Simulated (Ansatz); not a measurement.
Consider GeH$_{3}$S (SMILES [S][GeH3]) (doublet).

```yaml
atoms:
  - { symbol: S, position_ang: [1.4079, -0.3525, 1.5165] }
  - { symbol: Ge, position_ang: [-0.0957, 0.0095, -0.0973] }
  - { symbol: H, position_ang: [-1.0492, 1.2018, 0.2601] }
  - { symbol: H, position_ang: [0.7304, 0.3426, -1.4195] }
  - { symbol: H, position_ang: [-0.9436, -1.2751, -0.3012] }
```

The fields and orbitals are those of the mean-field reference, not of the correlated method.

All numbers below come from SCF PBE-QIDH, Gaussian basis (Ansatz).

Q: Predict the electron density, electron localisation function and spin density between the atoms.

A: Ge–S (2.24 Å): the density is about 0.75 e/Å³ at the midpoint; the ELF peaks at about 0.90 in the valence shell of S, 0.9 Å from its nucleus, and is about 0.85 at the midpoint.
The unpaired spin (1 electron) lies mostly on S1 (about 0.9), in electrons by Hirshfeld's partition.

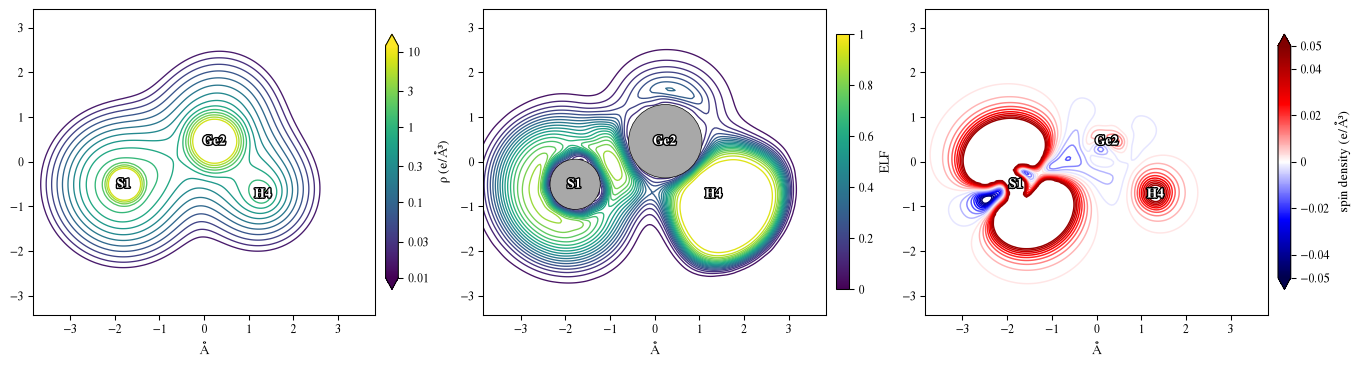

Computed electron density, electron localisation function and spin density on the plane of atoms S1, Ge2 and H4, in this order. Grey discs cover the atomic cores in the ELF map. 
